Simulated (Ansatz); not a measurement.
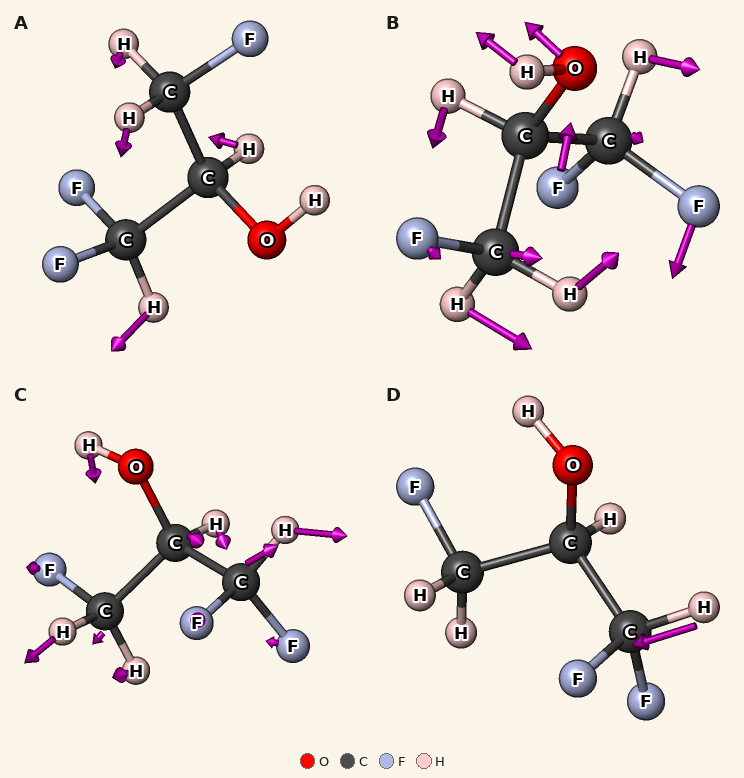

4 normal modes of one molecule or complex, as arrows. Harmonic vibrations computed with RKS PBE0-D4/def2-TZVP (Ansatz 0.2.0) at a stationary point of the same level.

### Match the panels to the wavenumbers 82 cm⁻¹, 705 cm⁻¹, 1394 cm⁻¹, 3102 cm⁻¹.

A: 1394 cm⁻¹, F–C–H bending
B: 82 cm⁻¹, a torsion or out-of-plane motion in which bond lengths and bond angles hardly change
C: 705 cm⁻¹
D: 3102 cm⁻¹, C–H stretching
